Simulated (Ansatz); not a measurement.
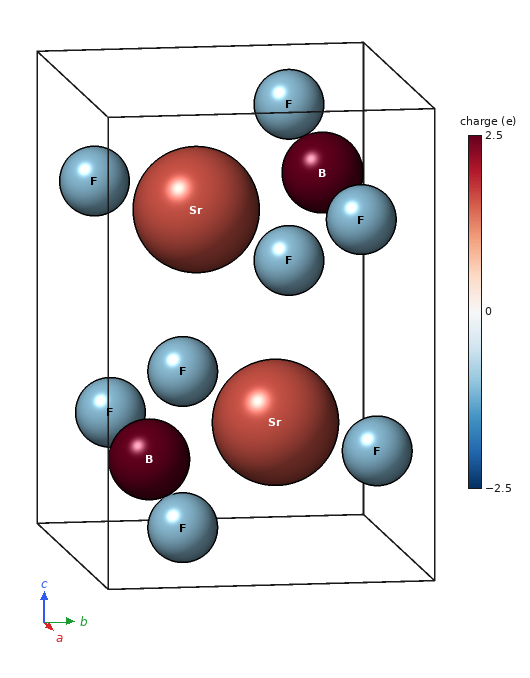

A spheres-only rendering, viewed slightly off an axis. The edges of the simulation cell are marked. The atoms of this SrBF₄ cell are coloured by their Bader charge.

Theory: DFT, PAW plane waves, r2SCAN in Ansatz. Numerical settings: plane waves up to 500 eV, k-grid 7×7×5, Fermi-Dirac smearing of 0.1 eV, no spin polarisation.

Q: What do the colours say about charge transfer?

A: Most positive: B; most negative: F. Charges: about Sr +1.6 e; B +2.5 e; F -1.0 e.

The model is a generated cell, made by putting these elements into a known structure type (the compound may or may not exist in this form); its atoms and cell weren't optimised. Ansatz was used for an electronic-structure calculation on it.

At this level of theory the cell isn't at rest (compressed, at 6 GPa and forces up to 1.5 eV/Å), so its distances can differ from those at equilibrium, the more so the softer the solid.
